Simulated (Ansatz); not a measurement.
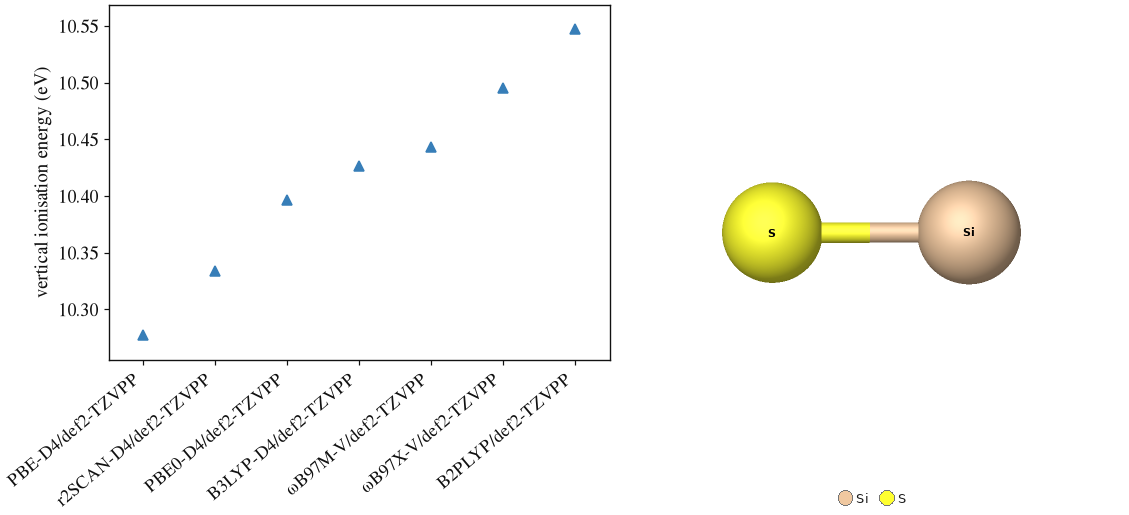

Vertical ionisation energy of SiS, taken as the energy of the cation less that of the neutral at fixed geometry (unrestricted doublet cation, cores frozen in correlated methods, no spin-orbit coupling), the Ansatz code 0.2.0, at a PBE0-D4/def2-TZVP geometry (a minimum by its frequencies).

Q: What range do the values span?

A: From 10.28 eV (PBE-D4/def2-TZVPP) to 10.55 eV (B2PLYP/def2-TZVPP).

Q: Give the values.

A:
| level | eV |
| --- | --- |
| PBE-D4/def2-TZVPP | 10.28 |
| r2SCAN-D4/def2-TZVPP | 10.33 |
| PBE0-D4/def2-TZVPP | 10.40 |
| B3LYP-D4/def2-TZVPP | 10.43 |
| ωB97M-V/def2-TZVPP | 10.44 |
| ωB97X-V/def2-TZVPP | 10.50 |
| B2PLYP/def2-TZVPP | 10.55 |
